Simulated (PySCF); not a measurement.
**B3NH5Cl: core-level calculation**

System: B3NH5Cl, SMILES BB(Cl)BN.
Method: delta-SCF UKS PBE0, pcX-2 on the ionised atom, pcseg-1 elsewhere, spin-free X2C (PySCF 2.14.0).

Figures and captions count atoms from 1; the log counts them from 0 in places.

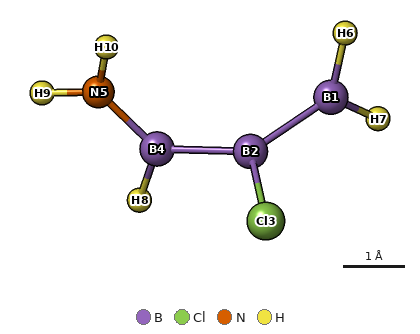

Figure 1. The structure as given in the input (ball-and-stick view, seen at a tilt; atoms are numbered from 1 in the order of the input).

## Input file
```
{"job": {"kind": "xps", "xc": "PBE0"}, "charge": 0, "multiplicity": 1}
B      1.970427     0.507575     1.040442
B      0.335056     0.582933     1.326597
Cl    -0.127885     0.950171     3.007205
B     -0.925416     0.328801     0.218725
N     -1.392334     1.296767    -0.664301
H      2.593720     1.500512     0.729219
H      2.600110    -0.524239     1.118751
H     -1.467945    -0.759099     0.191506
H     -2.171848     1.138884    -1.290517
H     -1.019846     2.235971    -0.722342
```

The first line tells a small driver script what to run in PySCF; the rest is the geometry in Å.

Command:
```bash
OMP_NUM_THREADS=1 python <driver script> task.json out
```

## The program's output
```
ground state, core basis on atom 0 (B), 130 functions
  cycle   1  E = -593.45391643  |g| = 3.02e-01
  cycle   2  E = -593.45945043  |g| = 2.98e-01
  cycle   3  E = -593.47926292  |g| = 6.49e-02
  cycle   4  E = -593.48026533  |g| = 1.74e-02
  cycle   5  E = -593.48034457  |g| = 3.15e-03
  cycle   6  E = -593.48034578  |g| = 7.72e-04
  cycle   7  E = -593.48034762  |g| = 1.91e-04
  E(ground) = -593.48079780 Eh
hole in B 1s of atom 0
  cycle   1  E = -585.87766360  |g| = 1.15e+00
  cycle   2  E = -583.98132193  |g| = 1.83e+00
  cycle   3  E = -586.02829493  |g| = 6.82e-01
[... 11 cycles left out ...]
  E(ion) = -586.29515145 Eh   <S^2> = 1.0563   hole on atom = 1.000   binding energy = 195.531 eV
ground state, core basis on atom 1 (B), 130 functions
[... 5 cycles left out ...]
  E(ground) = -593.48329460 Eh
hole in B 1s of atom 1
[... 11 cycles left out ...]
  E(ion) = -586.28654443 Eh   <S^2> = 0.7778   hole on atom = 1.000   binding energy = 195.834 eV
ground state, core basis on atom 2 (Cl), 141 functions
[... 6 cycles left out ...]
  E(ground) = -593.67449891 Eh
hole in Cl 1s of atom 2
[... 9 cycles left out ...]
  E(ion) = -489.84133436 Eh   <S^2> = 0.7512   hole on atom = 1.000   binding energy = 2825.444 eV
hole in Cl 2p of atom 2
[... 8 cycles left out ...]
  E(ion) = -586.10630075 Eh   <S^2> = 0.7524   hole on atom = 1.001   binding energy = 205.941 eV
  2p3/2 = 205.308 eV   2p1/2 = 206.953 eV
ground state, core basis on atom 3 (B), 130 functions
[... 5 cycles left out ...]
  E(ground) = -593.48343222 Eh
hole in B 1s of atom 3
[... 11 cycles left out ...]
  E(ion) = -586.31624915 Eh   <S^2> = 0.7888   hole on atom = 1.000   binding energy = 195.029 eV
ground state, core basis on atom 4 (N), 130 functions
[... 3 cycles left out ...]
  cycle   4  E = -593.49943709  |g| = 6.74e-04
  cycle   5  E = -593.49943762  |g| = 1.21e-04
  E(ground) = -593.49976952 Eh
hole in N 1s of atom 4
  cycle   1  E = -577.92209115  |g| = 1.87e+00
  cycle   2  E = -577.67681371  |g| = 1.80e+00
  cycle   3  E = -578.59574849  |g| = 2.41e-01
  cycle   4  E = -578.61430633  |g| = 3.58e-02
  cycle   5  E = -578.61490098  |g| = 1.38e-02
  cycle   6  E = -578.61501915  |g| = 3.83e-03
  cycle   7  E = -578.61502802  |g| = 1.93e-03
  cycle   8  E = -578.61503046  |g| = 4.47e-04
  E(ion) = -578.61537349 Eh   <S^2> = 0.7602   hole on atom = 1.000   binding energy = 405.025 eV
```

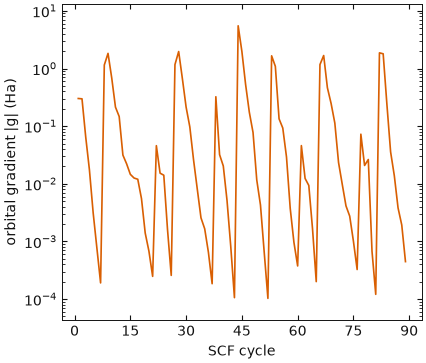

Figure 2. Convergence of the self-consistent field: orbital gradient |g| against the SCF cycle. All cycles printed in the log are drawn one after another.

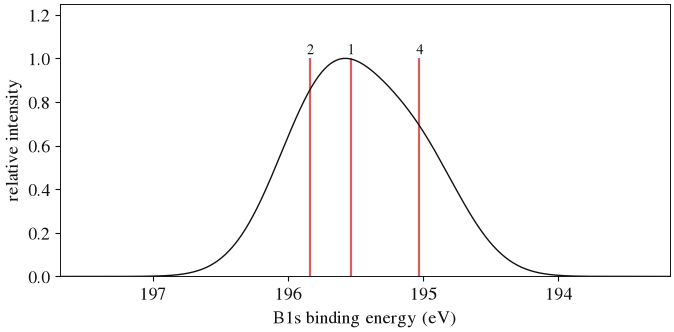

Figure 3. B1s binding energies by ΔSCF of the atoms computed, labelled by atom number, with a Gaussian envelope of 0.8 eV full width. They run from 195.03 eV (atom 4) to 195.83 eV (atom 2).

## Results in brief

- outcome: converged
- hardware: 1 CPU thread, shared host
- wall time: 45 s
- peak memory: 0.53 GiB

## Notes

The core-hole state is spin-contaminated.
